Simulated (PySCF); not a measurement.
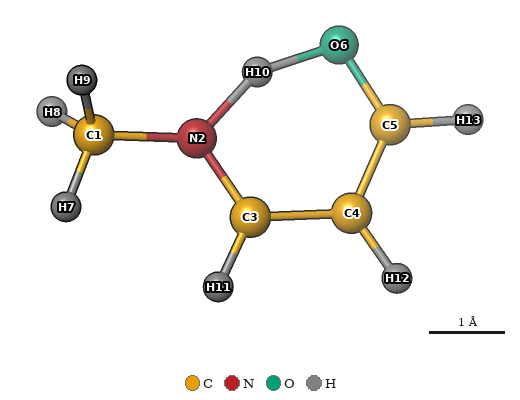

**Figure 1.** The input geometry (ball-and-stick view, seen at a tilt; atoms are numbered from 1 in the order of the input). Bond lengths as drawn: C–C 1.37 to 1.41 Å, C–H 1.07 to 1.10 Å, C–N 1.29 to 1.43 Å, C–O 1.28 Å, H–N 1.29 Å and H–O 1.22 Å.

## C$_{4}$H$_{7}$NO: saddle-point search

The run: saddle-point search of C$_{4}$H$_{7}$NO. Method and program: PBE0-D3(BJ)/def2-SVP saddle search from the GFN2-xTB point and Hessian, gas phase (PySCF 2.14.0).

### Input file
```
{"job": {"xc": "PBE0", "basis": "def2-SVP", "kind": "refine"}, "charge": 0, "multiplicity": 1}
C      2.052048    -0.252037    -0.236239
N      0.635908    -0.231110    -0.050975
C     -0.081612     0.841347    -0.111422
C     -1.475519     0.759647     0.085820
C     -2.032436    -0.470913     0.338693
O     -1.352852    -1.556402     0.406037
H      2.455817     0.746250    -0.435589
H      2.297076    -0.910137    -1.072842
H      2.527546    -0.657343     0.659711
H     -0.216712    -1.162812     0.197796
H      0.380962     1.810571    -0.313810
H     -2.082483     1.645426     0.037820
H     -3.107744    -0.562486     0.495001
```

The first line tells a small driver script what to run in PySCF; the rest is the geometry in Å.

Hardware: 1 CPU thread, shared host.

Launched with:
```bash
OMP_NUM_THREADS=1 python <driver script> task.json out
```

### The program's output
```
step      E/eV     max force
  0     -7783.95072   0.8036
  1     -7783.98165   0.1493
  2     -7783.98214   0.0515
  3     -7783.98238   0.0214
  4     -7783.98238   0.0077
```

### Trajectory as extended XYZ (Å, eV, eV/Å), 5 frames, from step=0 to step=4
```
13
Properties=species:S:1:pos:R:3:forces:R:3 step=0 energy=-7783.95072
C     2.0520   -0.2520   -0.2362   -0.3710  -0.0550   0.0580
N     0.6359   -0.2311   -0.0510   -0.0340  -0.7440   0.1110
C    -0.0816    0.8413   -0.1114   -0.3850   0.1120   0.0360
C    -1.4755    0.7596    0.0858    0.2120   0.3600  -0.0800
C    -2.0324   -0.4709    0.3387    0.2710  -0.7530   0.0730
O    -1.3529   -1.5564    0.4060    0.2010   0.2770  -0.0680
H     2.4558    0.7463   -0.4356    0.1150   0.2470  -0.0510
H     2.2971   -0.9101   -1.0728    0.2240  -0.1780  -0.2510
H     2.5275   -0.6573    0.6597    0.2870  -0.1090   0.2250
H    -0.2167   -1.1628    0.1978    0.0460   0.1940  -0.0340
H     0.3810    1.8106   -0.3138    0.2330   0.2740  -0.0710
H    -2.0825    1.6454    0.0378   -0.3340   0.4140  -0.0160
H    -3.1077   -0.5625    0.4950   -0.4660  -0.0390   0.0680
13
Properties=species:S:1:pos:R:3:forces:R:3 step=1 energy=-7783.98165
C     2.0506   -0.2535   -0.2359    0.0890  -0.0250  -0.0090
N     0.6325   -0.2580   -0.0475   -0.0180   0.0890  -0.0100
C    -0.0819    0.8281   -0.1094    0.0910   0.0870  -0.0250
C    -1.4844    0.7739    0.0853   -0.0220  -0.0050   0.0040
C    -2.0391   -0.4701    0.3394   -0.0730  -0.0310   0.0140
O    -1.3438   -1.5456    0.4023   -0.1480   0.0050   0.0190
H     2.4387    0.7623   -0.4371   -0.0220  -0.0400   0.0090
H     2.3345   -0.9043   -1.0812   -0.0130   0.0240   0.0240
H     2.5648   -0.6476    0.6581   -0.0200   0.0160  -0.0260
H    -0.2600   -1.1757    0.2044    0.1060  -0.0470  -0.0080
H     0.4135    1.7947   -0.3153   -0.0310  -0.0490   0.0120
H    -2.0987    1.6716    0.0371    0.0070  -0.0190   0.0020
H    -3.1268   -0.5759    0.5000    0.0530  -0.0060  -0.0070
13
Properties=species:S:1:pos:R:3:forces:R:3 step=2 energy=-7783.98214
C     2.0544   -0.2516   -0.2369   -0.0120   0.0090   0.0040
N     0.6343   -0.2586   -0.0483    0.0160  -0.0270   0.0020
C    -0.0788    0.8275   -0.1089   -0.0300  -0.0120   0.0060
C    -1.4834    0.7731    0.0864    0.0070   0.0140  -0.0020
C    -2.0437   -0.4680    0.3391    0.0290  -0.0060  -0.0030
O    -1.3536   -1.5473    0.4012    0.0230  -0.0200   0.0000
H     2.4360    0.7644   -0.4426    0.0070  -0.0070   0.0000
H     2.3399   -0.9039   -1.0789   -0.0070  -0.0030  -0.0020
H     2.5697   -0.6378    0.6585   -0.0090  -0.0030   0.0010
H    -0.2646   -1.1903    0.2050   -0.0230   0.0460  -0.0030
H     0.4151    1.7928   -0.3133    0.0010   0.0120  -0.0020
H    -2.0956    1.6719    0.0393    0.0030  -0.0080   0.0010
H    -3.1297   -0.5721    0.4993   -0.0050   0.0050   0.0000
13
Properties=species:S:1:pos:R:3:forces:R:3 step=3 energy=-7783.98238
C     2.0536   -0.2527   -0.2366   -0.0030   0.0050   0.0010
N     0.6344   -0.2535   -0.0484    0.0030  -0.0100   0.0010
C    -0.0797    0.8316   -0.1093   -0.0020  -0.0020   0.0010
C    -1.4839    0.7732    0.0864   -0.0010   0.0070  -0.0010
C    -2.0405   -0.4694    0.3389    0.0030  -0.0090   0.0010
O    -1.3476   -1.5474    0.4012   -0.0210  -0.0030   0.0030
H     2.4431    0.7602   -0.4419    0.0010   0.0040   0.0000
H     2.3340   -0.9072   -1.0785    0.0040  -0.0010  -0.0030
H     2.5646   -0.6434    0.6592    0.0040  -0.0020   0.0010
H    -0.2641   -1.1846    0.2051    0.0100   0.0110  -0.0030
H     0.4113    1.7987   -0.3141    0.0040   0.0020  -0.0010
H    -2.0989    1.6700    0.0394   -0.0010  -0.0020   0.0010
H    -3.1264   -0.5756    0.4988    0.0010   0.0000   0.0000
13
Properties=species:S:1:pos:R:3:forces:R:3 step=4 energy=-7783.98238
C     2.0541   -0.2520   -0.2368   -0.0010  -0.0020   0.0000
N     0.6347   -0.2553   -0.0486   -0.0020   0.0030   0.0000
C    -0.0791    0.8300   -0.1091    0.0000   0.0010   0.0000
C    -1.4835    0.7730    0.0865    0.0010  -0.0010   0.0000
C    -2.0414   -0.4691    0.3389   -0.0010   0.0000   0.0000
O    -1.3496   -1.5479    0.4010   -0.0040   0.0030   0.0000
H     2.4413    0.7617   -0.4428    0.0000   0.0010   0.0000
H     2.3363   -0.9064   -1.0783    0.0000   0.0000   0.0000
H     2.5663   -0.6408    0.6592    0.0000  -0.0020   0.0000
H    -0.2665   -1.1860    0.2050    0.0070  -0.0030  -0.0010
H     0.4126    1.7968   -0.3136    0.0000   0.0000   0.0000
H    -2.0978    1.6701    0.0398   -0.0020   0.0010   0.0000
H    -3.1273   -0.5741    0.4989    0.0000  -0.0010   0.0000
```

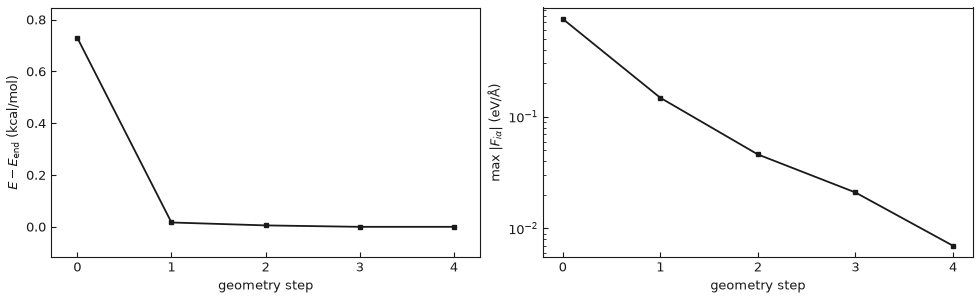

**Figure 2.** Progress of the saddle-point search, step by step (steps are counted from 0).

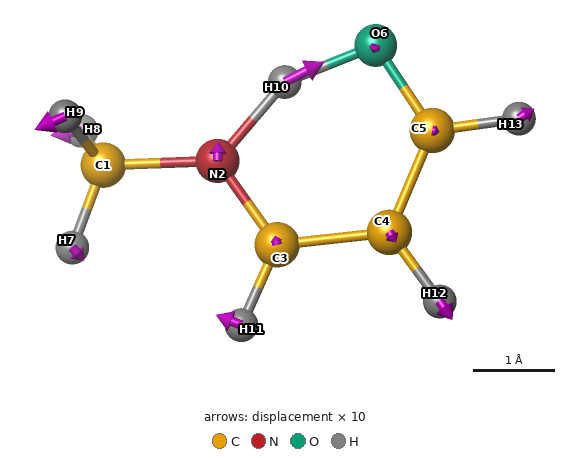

**Figure 3.** The starting structure with the displacements as pink arrows, magnified 10 times (ball-and-stick view, seen on its broad side). The two geometries are laid on each other by the best rigid fit. H10 moves most after the best rigid fit: 0.055 Å. By element the largest moves are H 0.055 Å, N 0.024 Å, C 0.016 Å, O 0.010 Å. Distances before and after: O6–H10 1.220 → 1.159 Å, N2–H10 1.287 → 1.320 Å, C4–H12 1.075 → 1.088 Å, C4–C5 1.374 → 1.385 Å. Among the angles that change: C1–N2–H10 132.2° → 134.7°. Over 4 geometry steps the energy falls by 0.73 kcal/mol. Largest force component: 0.75 eV/Å at the start, 0.007 eV/Å at the end. (Atoms are counted from 1 in the order of the input.)

### Key numbers

- outcome: converged
- total energy: −286.056079 hartree
- wall time: 37 s
- peak memory: 0.57 GiB
